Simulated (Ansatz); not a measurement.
CH3BBr (SMILES C[B]Br) (doublet)

Input

```
crystal:
  periodic: [false, false, false]
  atoms:
    - {symbol: C, position_ang: [-0.431795, 0.325442, 0.975226]}
    - {symbol: B, position_ang: [0.871036, 1.112203, 0.655922]}
    - {symbol: Br, position_ang: [2.332499, 1.403407, 1.860467]}
    - {symbol: H, position_ang: [-1.137027, 1.038882, 1.431665]}
    - {symbol: H, position_ang: [-0.918505, -0.064954, 0.074793]}
    - {symbol: H, position_ang: [-0.287592, -0.490758, 1.695270]}
basis:
  gaussian:
    orbitals: def2-TZVPD
magnetization:
  spin_polarized: true
  initial_magnetization: 1
hamiltonian:
  xc: pbe0
output: {forces: true, orbitals: {seedname: orbitals}}
```

Command:

```sh
ansatz run input.yaml --threads 1 --pin off --max-ram 2610MiB --events-out events.jsonl --progress --plain --runs-dir runs
```

Geometry: B3LYP/6-31G*.

Method: Ansatz 0.2.0, isolated molecule in a Gaussian basis; Kohn-Sham density functional theory, functional PBE0.

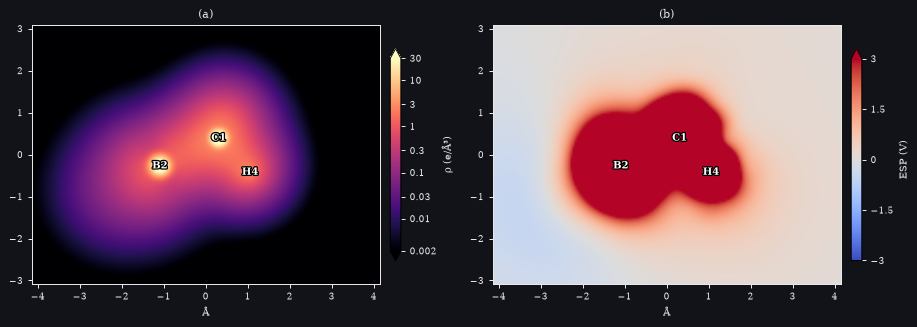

Figure 1. (a) electron density; (b) molecular electrostatic potential on the plane of atoms B2, C1 and H4.

**Read the bonding off the picture.**

The section cuts through C, B and H sites. C–B (1.56 Å): ρ is about 1.4 e/Å³ halfway. C–H (1.10 Å): the density is about 1.9 e/Å³ at the midpoint. Outside the dense part of the molecule the potential is most negative (−0.5 V) near Br3, which lies off the plane.

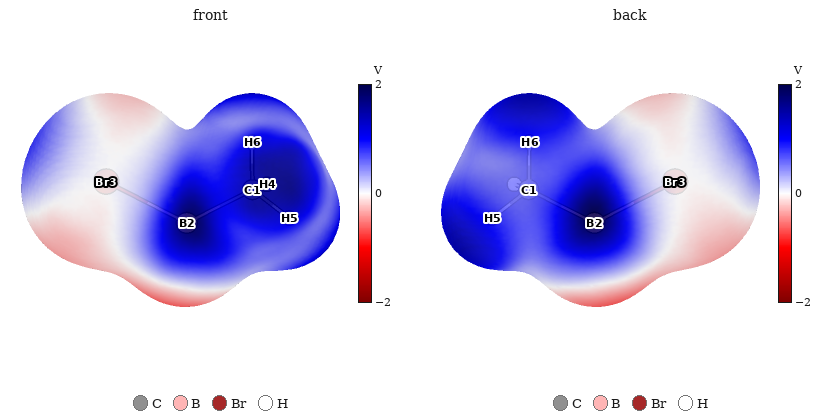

Figure 2. The electrostatic potential painted on the density surface at 0.004 e/bohr³, seen from the front and from behind; red is negative and blue positive.

**Where is the surface potential most negative and most positive?**

The most negative region (about −0.6 V) lies over Br3, the most positive (about +1.9 V) over B2. Br3 shows a σ-hole: about +0.8 V at the tip opposite its bond, against about −0.1 V on its flanks.

**What dipole moment does the calculation give?**

Its dipole moment is 1.52 D.

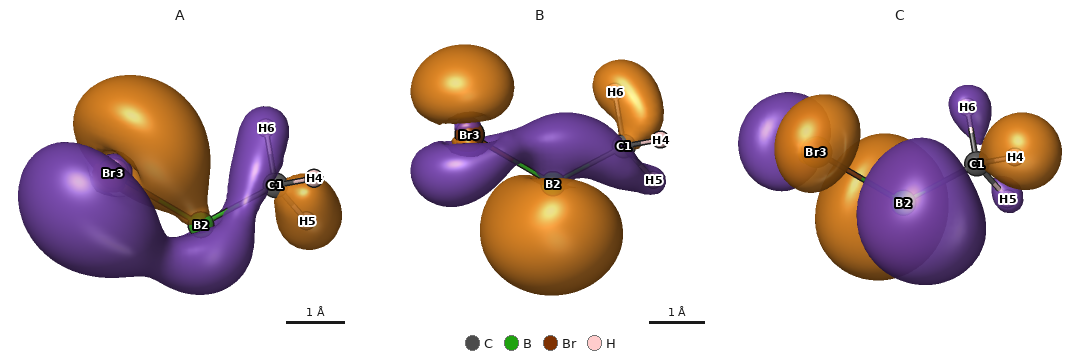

Figure 3. Three frontier orbitals at ±0.1 Å⁻³ᐟ² (orange and purple are the two phases), in no order.

**Order the three orbitals by energy and name them. All are α orbitals.**

A is the HOMO−1 (α) (−9.00 eV). By Hirshfeld shares it lies mainly on Br3 (about 75 %) and B2 (about 15 %); largely a lone pair of Br3. B is the HOMO (α) (−5.83 eV). It lies mainly on B2 (about 60 %), Br3 (about 25 %) and C1 (about 10 %). C is the LUMO (α) (−1.72 eV). Its weight (Hirshfeld) is mainly on B2 (about 60 %), Br3 (about 20 %) and C1 (about 10 %).

**What is the gap between the highest occupied and lowest empty α orbitals?**

4.11 eV between the orbital energies.
